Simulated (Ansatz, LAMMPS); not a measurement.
# Convergence of a linear-scaling basis for glassy 68SiO2-14MgO-11ZnO-7BaO (mol %) (75 atoms), part 2 of 3

Wanted: errors and times of a linear-scaling basis for glassy 68SiO2-14MgO-11ZnO-7BaO (mol %) (75 atoms). A setting counts as converged where the r.m.s. difference of forces stays under 1 % of the r.m.s. force.

Ansatz 0.2.0; Kohn-Sham DFT, PBE, PAW (set soft_2), plane waves.

The cell: 19 Si, 4 Mg, 3 Zn, 2 Ba and 47 O. The quench rate of 25 K/ps is orders of magnitude faster than experiment. The starting topology of bonds comes from the classical model. The Brillouin zone is sampled at Γ only, in a cell whose shortest periodic width is 11 Å. Spin–orbit coupling is left out.

So far. Step 4 (Support functions low): Forces differ from the reference by 0.87 meV/Å r.m.s., 0.093 % of their size, well within a tolerance of 1 %; the energy by -4.7 meV/atom. It took 1.7 min and 15 cycles; the reference's time can't be set against it, since the two runs asked for unlike analyses.

### Step 5. Support functions medium

The cell is solved in localised support functions. Besides, the program derives a nominal cutoff of 464 eV for this run, against the reference's 420.

This step: Kohn-Sham DFT, PBE, PAW (set soft_2), localised support functions (medium) (Ansatz 0.2.0).

File input.yaml:

```yaml
crystal:
  lattice:
    - [10.6753, 0.0, 0.0]
    - [0.0, 10.6753, 0.0]
    - [0.0, 0.0, 10.6753]
  atoms:
    [... the 75 atom lines of step 3 ...]
kpoints:
  mp_grid: { grid: [1, 1, 1] }
hamiltonian:
  xc: pbe
scf:
  occupations: { method: fixed }
  eigensolver: { kind: { support_functions: { accuracy: medium } } }
  max_iter: 150
output:
  forces: true
  eigenvalues: true
```

Run with:

```console
ansatz run input.yaml --threads 4 --pin off --max-ram 8192MiB --backend cpu --events-out ev --progress --plain --runs-dir out
```

Numbers of over 12 decimals in the logs are rounded to 6 here.

The log of the run:

```text
[...]
Warning: basis.ecutwfc = 464 eV, auto-derived: no grid that the accuracy of the support functions lays serves the files at the lower one that their records recommend; a deck with other species or settings can derive another value
[...]
Crystal: 75 atoms, lattice volume = 1216.579 Å³
Basis set: ecut = 464 eV, 27609 PW (Γ), exchange–correlation on 150×150×150 points (8 copies of the dense FFT grid, shifted against one another)
Bands: 273, of which v1, the nominal top of the filled ones, is band 227 counted from 1 (226 counted from 0)
Symmetry: 1 space group operations
k-points: 1
[...]
SCF iter   1: F=—  HF=-68368.135009 eV  |F-HF|=—  |Δ(HF+E_count)|=         —  Δρ=1.03e-1  dr2=1.31e2  ethr=1.00e-1
[...]
SCF iter  16: F=—  HF=-68375.727847 eV  |F-HF|=—  |Δ(HF+E_count)|=   1.38e-3  Δρ=8.30e-6  dr2=1.99e-6  ethr=1.05e-9  κ⁻¹=9.9e-5(r=7)
SCF iter  17: F=-68375.727846 eV  HF=-68375.727846 eV  |F-HF|=3.08e-7  |Δ(HF+E_count)|=   6.08e-7  Δρ=3.64e-6  dr2=4.62e-7  ethr=4.38e-10
SCF 1 converged in 17 iterations: F = -68375.750689 eV  dr2 = 4.62e-7
[...]
SCF converged after 17 iterations
[...]
Free energy (F): -68375.750689 eV
[...]
Internal energy: -68375.750689 eV  (E = F + TS)
E sigma→0 (E₀):  -68375.750689 eV
Fermi energy:    2.798147 eV
[...]
Σ components = -68375.750689   (vs F -68375.750689, Δ=0.00e0)
--- Forces (eV/Å), atoms counted from 1 ---
  atom   1  Si     2.15692114    -0.73076173    -0.93463173
  atom   2  Si     0.32302965    -0.19905587     1.15813541
  atom   3  Si     1.05892899     0.50753597    -0.45729629
  atom   4  Si     1.03472057     0.17961484     0.63104758
[...]
atom  75  O     -1.22957109     0.86255301    -0.70716995
  max |Σ_I F_I| component: 3.18e-3 eV/Å
--- Band table (eV) ---
[...]
```

Elapsed: 1.9 min, on 4 threads of Arm Neoverse V2, shared host; peak memory 3.4 GiB; 7.3 min of CPU time.

Keys that differ from the reference: support_functions.accuracy = "medium" and scf.max_iter = 150.

Forces differ from the reference by 0.78 meV/Å r.m.s., 0.085 % of their size, well within a tolerance of 1 %; the energy by -4.7 meV/atom. It took 1.9 min and 17 cycles; the reference's time can't be set against it, since the two runs asked for unlike analyses.

### Step 6. Support functions medium, radius 3.23 Å

The radius confines each support function; a larger one gives more freedom and more work per atom.

input.yaml, the sections that differ from step 5:

```yaml
scf:
  occupations: { method: fixed }
  eigensolver: { kind: { support_functions: { accuracy: medium, radius: 3.23 } } }
  max_iter: 150
# crystal, kpoints, hamiltonian, output: as in step 5
```

The log of the run:

```text
Warning: scf.eigensolver.kind.support_functions: disabling space-group detection — the functions' gradient is summed over unrotated k-points, so no spatial operation reduces the k-mesh or symmetrises the density; time reversal is kept, so that k and −k are solved as one point where they differ and the mesh holds both, and exact exchange and, on two spinor components, a DFT+U term hold to it where the run has them: [...]
Warning: basis.ecutwfc = 464 eV, auto-derived: no grid that the accuracy of the support functions lays serves the files at the lower one that their records recommend; a deck with other species or settings can derive another value
settings of this run that can trade accuracy for cost: scf.eigensolver.kind.support_functions [...]
Engine: ansatz 0.2.0, aarch64-unknown-linux-gnu
Pseudopotentials: kind: paw
Pseudopotential: Si, paw, valence charge 4, recommended cutoff 420 eV (normal), Si.paw.azcp
Pseudopotential: Mg, paw, valence charge 10, recommended cutoff 420 eV (normal), Mg.paw.azcp
Pseudopotential: Zn, paw, valence charge 12, recommended cutoff 420 eV (normal), Zn.paw.azcp
Pseudopotential: Ba, paw, valence charge 10, recommended cutoff 420 eV (normal), Ba.paw.azcp
Pseudopotential: O, paw, valence charge 6, recommended cutoff 420 eV (normal), O.paw.azcp
[... 5 lines on functional and potentials left out ...]
Error: SCF: the radius of support functions is under 3.61 Å, the least for these sites at the functions' level (scf.eigensolver.kind.support_functions.accuracy). Use scf.eigensolver.kind: auto, or type scf.eigensolver.kind.support_functions.radius at least as long, [...]
```

Run time: 6.4 s. Hardware: 4 threads; peak memory 0.4 GiB.

The program refuses radii under 3.61 Å for these atoms at this level.

### Step 7. Support functions medium, radius 3.68 Å

The radius confines each support function; a larger one gives more freedom and more work per atom. Besides, the program derives a nominal cutoff of 464 eV for this run, against the reference's 420.

input.yaml, the sections that differ from step 6:

```yaml
scf:
  occupations: { method: fixed }
  eigensolver: { kind: { support_functions: { accuracy: medium, radius: 3.68 } } }
  max_iter: 150
# crystal, kpoints, hamiltonian, output: as in step 6
```

The log of the run:

```text
[...]
Crystal: 75 atoms, lattice volume = 1216.579 Å³
Basis set: ecut = 464 eV, 27609 PW (Γ), exchange–correlation on 150×150×150 points (8 copies of the dense FFT grid, shifted against one another)
Bands: 273, of which v1, the nominal top of the filled ones, is band 227 counted from 1 (226 counted from 0)
Symmetry: 1 space group operations
k-points: 1
[...]
SCF iter   1: F=—  HF=-68367.768334 eV  |F-HF|=—  |Δ(HF+E_count)|=         —  Δρ=1.03e-1  dr2=1.31e2  ethr=1.00e-1
[...]
SCF iter  16: F=—  HF=-68375.721269 eV  |F-HF|=—  |Δ(HF+E_count)|=   1.71e-3  Δρ=9.59e-6  dr2=2.13e-6  ethr=9.81e-10  κ⁻¹=1.3e-4(r=7)
SCF iter  17: F=-68375.722770 eV  HF=-68375.722771 eV  |F-HF|=6.05e-7  |Δ(HF+E_count)|=   1.50e-3  Δρ=4.90e-6  dr2=8.76e-7  ethr=4.69e-10
SCF 1 converged in 17 iterations: F = -68375.750696 eV  dr2 = 8.76e-7
[...]
SCF converged after 17 iterations
[...]
Free energy (F): -68375.750696 eV
[...]
Internal energy: -68375.750696 eV  (E = F + TS)
E sigma→0 (E₀):  -68375.750696 eV
Fermi energy:    2.798347 eV
[...]
Σ components = -68375.750696   (vs F -68375.750696, Δ=0.00e0)
--- Forces (eV/Å), atoms counted from 1 ---
  atom   1  Si     2.15687826    -0.73068619    -0.93514235
  atom   2  Si     0.32231306    -0.19870359     1.15892818
  atom   3  Si     1.05919249     0.50742442    -0.45746721
  atom   4  Si     1.03472784     0.17956524     0.63117882
[...]
atom  75  O     -1.22935505     0.86330367    -0.70664911
  max |Σ_I F_I| component: 3.59e-3 eV/Å
--- Band table (eV) ---
[...]
```

Run time: 1.8 min. Hardware: 4 threads; peak memory 3.3 GiB; 7.1 min of CPU time.

Keys that differ from the reference: support_functions.accuracy = "medium", support_functions.radius = 3.68 and scf.max_iter = 150.

Forces differ from the reference by 0.80 meV/Å r.m.s., 0.086 % of their size, well within a tolerance of 1 %; the energy by -4.7 meV/atom. It took 1.8 min and 17 cycles; the reference's time can't be set against it, since the two runs asked for unlike analyses.

### Step 8. A run with a doubtful setting

The input is spoilt on purpose; the run shows how that looks.

This step: Kohn-Sham DFT, PBE, PAW (set soft_2), plane waves (Ansatz 0.2.0).

File input.yaml:

```yaml
crystal:
  lattice:
    - [10.6753, 0.0, 0.0]
    - [0.0, 10.6753, 0.0]
    - [0.0, 0.0, 10.6753]
  atoms:
    - { symbol: si, position: [0.13354, 0.6836, 0.91204] }
    - { symbol: Si, position: [0.13498, 0.39178, 0.85974] }
    - { symbol: Si, position: [0.26686, 0.05212, 0.19227] }
    - { symbol: Si, position: [0.79076, 0.66389, 0.41093] }
    - { symbol: Si, position: [0.4182, 0.68334, 0.00841] }
    - { symbol: Si, position: [0.71924, 0.21651, 0.38978] }
    - { symbol: Si, position: [0.0523, 0.88659, 0.29958] }
    - { symbol: Si, position: [0.09544, 0.655, 0.44415] }
    - { symbol: Si, position: [0.30184, 0.33557, 0.10443] }
    - { symbol: Si, position: [0.93671, 0.19659, 0.96412] }
    - { symbol: Si, position: [0.70067, 0.05251, 0.96628] }
    - { symbol: Si, position: [0.41992, 0.0084, 0.66385] }
    - { symbol: Si, position: [0.19506, 0.3887, 0.35785] }
    - { symbol: Si, position: [0.4275, 0.97568, 0.95965] }
    - { symbol: Si, position: [0.6173, 0.44964, 0.52695] }
    - { symbol: Si, position: [0.68845, 0.89614, 0.70924] }
    - { symbol: Si, position: [0.94356, 0.33573, 0.22294] }
    - { symbol: Si, position: [0.25278, 0.77114, 0.6662] }
    - { symbol: Si, position: [0.83649, 0.9471, 0.4778] }
    - { symbol: Mg, position: [0.35334, 0.3284, 0.61636] }
    - { symbol: Mg, position: [0.53348, 0.41104, 0.91289] }
    - { symbol: Mg, position: [0.90661, 0.65593, 0.14471] }
    - { symbol: Mg, position: [0.45875, 0.51224, 0.25752] }
    - { symbol: Zn, position: [0.5344, 0.62812, 0.73809] }
    - { symbol: Zn, position: [0.41695, 0.16829, 0.40984] }
    - { symbol: Zn, position: [0.9402, 0.90317, 0.03408] }
    - { symbol: Ba, position: [0.08982, 0.07887, 0.68764] }
    - { symbol: Ba, position: [0.58988, 0.88845, 0.24307] }
    - { symbol: O, position: [0.40902, 0.14066, 0.60029] }
    - { symbol: O, position: [0.31962, 0.99383, 0.06062] }
    - { symbol: O, position: [0.44088, 0.35523, 0.06071] }
    - { symbol: O, position: [0.71089, 0.56869, 0.4974] }
    - { symbol: O, position: [0.17258, 0.77901, 0.79648] }
    - { symbol: O, position: [0.45958, 0.82787, 0.96927] }
    - { symbol: O, position: [0.9419, 0.64883, 0.44111] }
    - { symbol: O, position: [0.36097, 0.02795, 0.30391] }
    - { symbol: O, position: [0.27986, 0.42264, 0.23048] }
    - { symbol: O, position: [0.69888, 0.97571, 0.83595] }
    - { symbol: O, position: [0.15474, 0.71551, 0.56787] }
    - { symbol: O, position: [0.94684, 0.4754, 0.17503] }
    - { symbol: O, position: [0.48761, 0.58763, 0.91598] }
    - { symbol: O, position: [0.13581, 0.99047, 0.233] }
    - { symbol: O, position: [0.95765, 0.24379, 0.10307] }
    - { symbol: O, position: [0.81928, 0.28726, 0.29847] }
    - { symbol: O, position: [0.55824, 0.95187, 0.64135] }
    - { symbol: O, position: [0.81398, 0.93904, 0.62713] }
    - { symbol: O, position: [0.12773, 0.76134, 0.33899] }
    - { symbol: O, position: [0.37353, 0.69344, 0.68395] }
    - { symbol: O, position: [0.9913, 0.06008, 0.93765] }
    - { symbol: O, position: [0.51031, 0.45819, 0.42348] }
    - { symbol: O, position: [0.39935, 0.01558, 0.81784] }
    - { symbol: O, position: [0.69349, 0.31724, 0.50346] }
    - { symbol: O, position: [0.98085, 0.93817, 0.4296] }
    - { symbol: O, position: [0.55137, 0.05642, 0.00095] }
    - { symbol: O, position: [0.21137, 0.36583, 0.98964] }
    - { symbol: O, position: [0.55169, 0.45057, 0.66413] }
    - { symbol: O, position: [0.21848, 0.34366, 0.74562] }
    - { symbol: O, position: [0.76833, 0.97304, 0.06776] }
    - { symbol: O, position: [0.06667, 0.3225, 0.3142] }
    - { symbol: O, position: [0.10926, 0.54107, 0.8576] }
    - { symbol: O, position: [0.75838, 0.64604, 0.26979] }
    - { symbol: O, position: [0.26829, 0.19942, 0.15958] }
    - { symbol: O, position: [0.76468, 0.81923, 0.43461] }
    - { symbol: O, position: [0.26619, 0.67488, 0.98901] }
    - { symbol: O, position: [0.01697, 0.73416, 0.98657] }
    - { symbol: O, position: [0.00979, 0.29728, 0.87153] }
    - { symbol: O, position: [0.45474, 0.65985, 0.14953] }
    - { symbol: O, position: [0.27813, 0.30099, 0.44255] }
    - { symbol: O, position: [0.78237, 0.18025, 0.94444] }
    - { symbol: O, position: [0.15576, 0.52068, 0.41965] }
    - { symbol: O, position: [0.7825, 0.07973, 0.43178] }
    - { symbol: O, position: [0.94758, 0.83972, 0.20926] }
    - { symbol: O, position: [0.58658, 0.18091, 0.33855] }
    - { symbol: O, position: [0.66718, 0.7549, 0.72817] }
    - { symbol: O, position: [0.3011, 0.91567, 0.62777] }
kpoints:
  mp_grid: { grid: [1, 1, 1] }
hamiltonian:
  xc: pbe
scf:
  occupations: { method: fixed }
  max_iter: 80
output:
  forces: true
```

The log of the run:

```text
Error: YAML parse error: error: line 7 column 17: `si` is not an element symbol (H … Og, case-exact)
 --> <input>:7:17
  |
5 |     - [0.0, 0.0, 10.6753]
6 |   atoms:
7 |     - { symbol: si, position: [0.13354, 0.6836, 0.91204] }
  |                 ^ `si` is not an element symbol (H … Og, case-exact)
8 |     - { symbol: Si, position: [0.13498, 0.39178, 0.85974] }
9 |     - { symbol: Si, position: [0.26686, 0.05212, 0.19227] }
  |
```

Elapsed: 0.02 s, on 4 threads; peak memory 0.02 GiB.

The input was rejected at the start.

The program's message: “Error: YAML parse error: error: line 7 column 17: `si` is not an element symbol (H … Og, case-exact)”

The fault in the input: an unknown element (crystal.atoms[0].symbol = "si"). The fix is to type the element's symbol rightly.

### Step 9. What each setting buys

Each row is set against the plane-wave reference (Kohn-Sham DFT, PBE, PAW (set soft_2), plane waves; r.m.s. force component 0.928 eV/Å). Energies are set beside the reference only for runs with its functional, potentials and electron count. Times are for 4 threads of Arm Neoverse V2, shared host. The reference's time includes the DOS, the stress and grids, which some other runs skip.

| run | Δ force, r.m.s. (meV/Å) | share of r.m.s. force (%) | Δ energy (meV/atom) | Δ gap (eV) | cycles | time | host memory (GiB) |
| --- | --- | --- | --- | --- | --- | --- | --- |
| reference | - | - | - | - | 10 | 15 s | 1.4 |
| support functions low | 0.866 | 0.0933 | -4.73 | 4.0e-4 | 15 | 1.7 min | 3.3 |
| support functions medium | 0.784 | 0.0845 | -4.74 | 2.0e-4 | 17 | 1.9 min | 3.4 |
| support functions medium, radius 3.68 Å | 0.796 | 0.0858 | -4.74 | 1.0e-4 | 17 | 1.8 min | 3.3 |

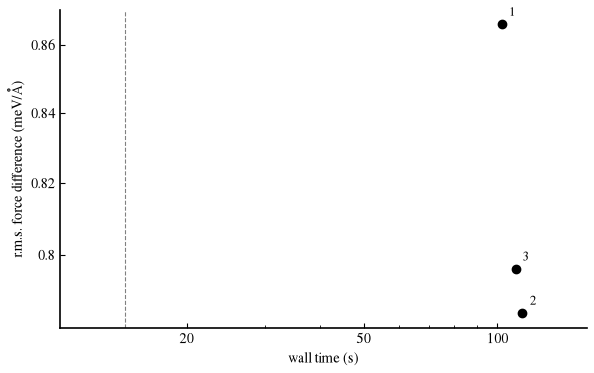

Force difference from the reference against wall time; the dashed line marks the reference's time. Points: 1 support functions low; 2 support functions medium; 3 support functions medium, radius 3.68 Å.

### Step 10. What the reference run shows

The comparisons rest on this run, so its electronic structure is set out here.

Length of the force by element:

| element | coordination | atoms | mean length of the force (eV/Å) | spread | least | most |
| --- | --- | --- | --- | --- | --- | --- |
| Ba | all | 2 | 0.588 | 0.258 | 0.330 | 0.846 |
| Mg | all | 4 | 0.821 | 0.534 | 0.200 | 1.41 |
| O | all | 47 | 1.54 | 0.702 | 0.233 | 2.96 |
| Si | all | 19 | 1.52 | 0.566 | 0.533 | 2.94 |
| Zn | all | 3 | 1.16 | 0.291 | 0.929 | 1.57 |

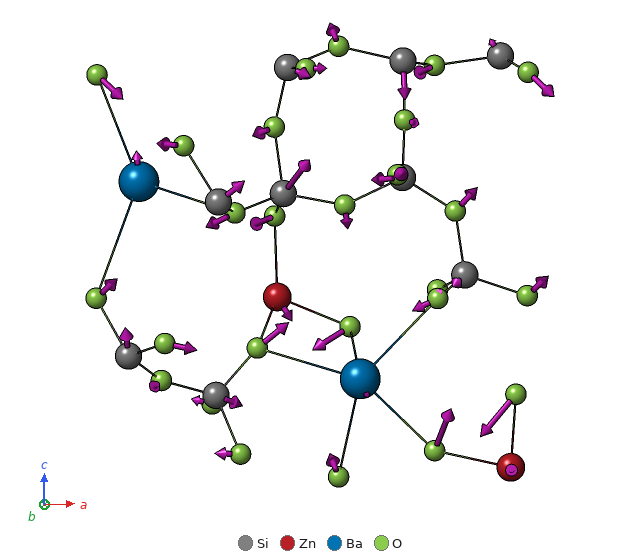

Forces as arrows; the longest in the cell is 2.96 eV/Å. Drawn is a slice 5 Å thick, seen along the normal of the ac plane.

Löwdin charges by element (they lack the spilled electrons, 0.074 e an atom on average):

| element | coordination | atoms | mean charge (e) | spread | least | most |
| --- | --- | --- | --- | --- | --- | --- |
| Ba | all | 2 | 1.85 | 0.0143 | 1.84 | 1.87 |
| Mg | all | 4 | 1.64 | 0.0151 | 1.62 | 1.66 |
| O | all | 47 | -0.897 | 0.102 | -1.07 | -0.793 |
| Si | all | 19 | 1.73 | 0.0241 | 1.68 | 1.79 |
| Zn | all | 3 | 1.49 | 0.0068 | 1.49 | 1.50 |

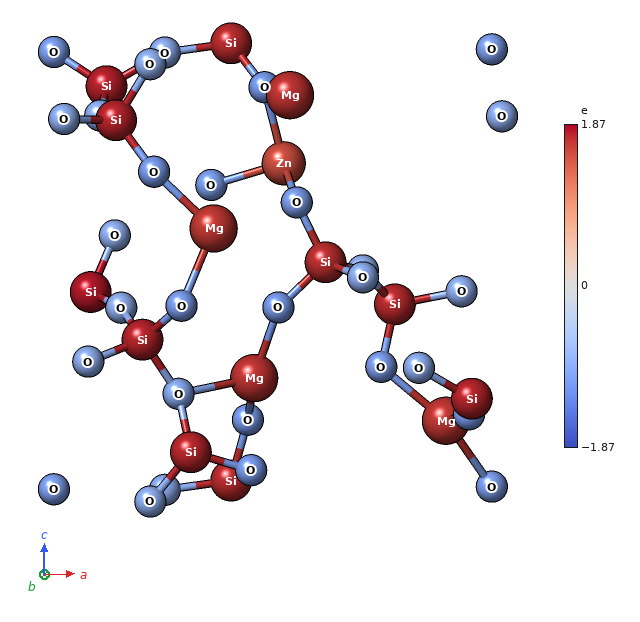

Atoms coloured by Löwdin charge. Drawn is a slice 5 Å thick, seen along the normal of the ac plane. Bonds to atoms that aren't drawn are left out.

Density of states as counts of states in windows of 1 eV (from the Fermi level), total and the larger projections:

| from (eV) | to (eV) | total | O p | Si p | Zn d | O s |
| --- | --- | --- | --- | --- | --- | --- |
| -18 | -17 | 20.3 | 0.2 | 2.9 | 0.1 | 16.4 |
| -17 | -16 | 10.2 | 0.2 | 1.3 | 0.0 | 8.2 |
| -16 | -15 | 1.1 | 0.0 | 0.1 | 0.0 | 0.9 |
| -15 | -14 | 0.0 | 0.0 | 0.0 | 0.0 | 0.0 |
| -14 | -13 | 4.3 | 0.0 | 0.0 | 0.0 | 0.0 |
| -13 | -12 | 1.7 | 0.0 | 0.0 | 0.0 | 0.0 |
| -12 | -11 | 6.0 | 0.1 | 0.0 | 0.0 | 0.0 |
| -11 | -10 | 1.1 | 0.7 | 0.0 | 0.0 | 0.0 |
| -10 | -9 | 9.2 | 6.1 | 0.5 | 0.0 | 0.5 |
| -9 | -8 | 10.7 | 7.3 | 0.9 | 0.0 | 0.5 |
| -8 | -7 | 13.6 | 9.8 | 1.7 | 0.1 | 0.5 |
| -7 | -6 | 26.3 | 19.8 | 4.7 | 0.8 | 0.2 |
| -6 | -5 | 27.3 | 13.1 | 1.7 | 11.3 | 0.4 |
| -5 | -4 | 44.9 | 28.1 | 2.7 | 10.9 | 1.5 |
| -4 | -3 | 51.9 | 43.6 | 2.4 | 3.0 | 1.2 |
| -3 | -2 | 57.0 | 51.3 | 1.5 | 2.0 | 0.6 |
| -2 | -1 | 43.7 | 40.7 | 0.7 | 1.1 | 0.2 |
| -1 | 0 | 25.4 | 23.7 | 0.5 | 0.6 | 0.1 |
| 0 | 1 | 0.9 | 0.9 | 0.0 | 0.0 | 0.0 |
| 1 | 2 | 0.0 | 0.0 | 0.0 | 0.0 | 0.0 |
| 2 | 3 | 2.0 | 0.2 | 0.0 | 0.0 | 0.2 |
| 3 | 4 | 3.0 | 0.2 | 0.1 | 0.0 | 0.4 |
| 4 | 5 | 15.7 | 0.8 | 1.2 | 0.0 | 0.8 |

With fixed occupations the program's Fermi level is the highest filled level; weight inside the gap is the broadening of levels at its edges.

Between -26 and -18 eV lie 62 more states.

The stored curve holds about 418 of the 454 electrons; the rest, give or take the few that broadening carries across the Fermi level, lie in deeper levels below its range.

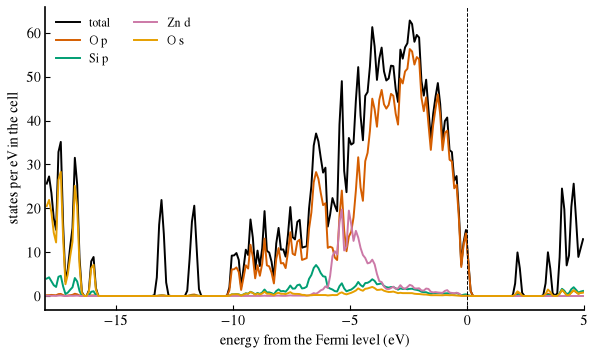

Total and projected density of states, with the broadening of the input.

The levels nearest the highest filled one (over half full), pooled over k-points and spins:

| level less the highest filled one (eV) | occupation |
| --- | --- |
| -0.586 | 2 |
| -0.476 | 2 |
| -0.412 | 2 |
| -0.361 | 2 |
| -0.121 | 2 |
| 0 | 2 |
| 2.18 | 0 |
| 3.48 | 0 |
| 4.05 | 0 |
| 4.08 | 0 |
| 4.17 | 0 |
| 4.42 | 0 |

(Continued in part 3 of 3.)

[Logs are printed without paths, hosts, clocks, repeated set-up lines and the standing remarks that a program may print on its own settings, such as how far it seeks lower states.]

[Hosts, paths, dates, database ids (printed as entryN), source tags and the programs' standing remarks are cut or masked in the printed files.]
